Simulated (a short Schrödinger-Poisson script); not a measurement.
Stack: symmetric double-gate stack, HfO2 on p-type Si(100), at 400 K.

```tsv
layer	material	thickness (nm)	Na (cm⁻³)
1	HfO2	9.7	-
2	Si	3	1e16
3	HfO2	9.7	-
```

The device is made up for the run: typed textbook-type constants, with dimensions and the other settings drawn at random. HfO2: permittivity 22, conduction-band edge (eV) 1.55, gap (eV) 5.7, electron mass (mₑ) 0.2. Si: permittivity 11.7, conduction-band edge (eV) 0, gap (eV) 1.124, Nv at 300 K (cm⁻³) 3.1e19.

Channel valleys (confinement mass, in-plane density-of-states mass, number): Δ2 0.916, 0.19, 2; Δ4 0.19, 0.417, 4. At the gates, both at one voltage, the conduction-band edge of layer 1 lies 1.59 eV − eVg above the Fermi level of the channel. Gaps are held at their typed values at every temperature. Mesh 0.03 nm at interfaces.

Solved with a short Schrödinger-Poisson script written for these runs: 1D Poisson equation in equilibrium, electrons quantum, Hartree (BenDaniel-Duke, 12 states a valley, the channel's in-plane mass for all, wave functions ending at the dielectric), parabolic valleys, classical holes, full ionisation, no traps, pinning or gate leakage.

Only gate voltages with over 1e8 electrons/cm² are shown.

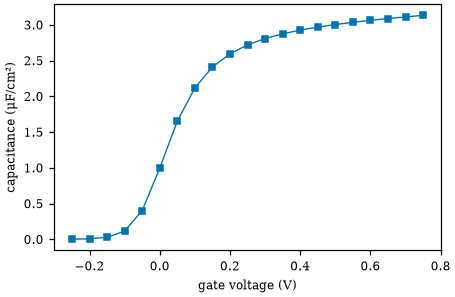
Figure: Quasi-static capacitance against gate voltage

```tsv
Vg (V)	electrons (cm⁻²)	C (μF/cm²)	Δ2 E0 (meV)	Δ2 E1 (meV)	Δ4 E0 (meV)	Δ4 E1 (meV)
-0.25	3.37e8	< 0.003	335.8	472.5	510.0	1169.4
-0.15	6.08e9	0.0284	236.0	372.8	410.3	1069.6
-0.05	9.71e10	0.400	140.3	276.9	314.5	973.8
0.05	7.21e11	1.65	69.4	205.1	243.7	902.0
0.15	2.02e12	2.41	30.1	163.9	204.3	860.8
0.25	3.64e12	2.72	5.1	136.7	179.5	833.6
0.35	5.39e12	2.87	-13.5	115.6	160.9	812.6
0.45	7.21e12	2.97	-28.9	97.9	145.6	794.9
0.55	9.09e12	3.04	-42.1	82.2	132.6	779.4
0.65	1.10e13	3.09	-53.8	68.1	121.0	765.4
0.75	1.29e13	3.13	-64.2	55.3	110.7	752.7
```

Subbands count from the Fermi level. The capacitance is that of both gates.
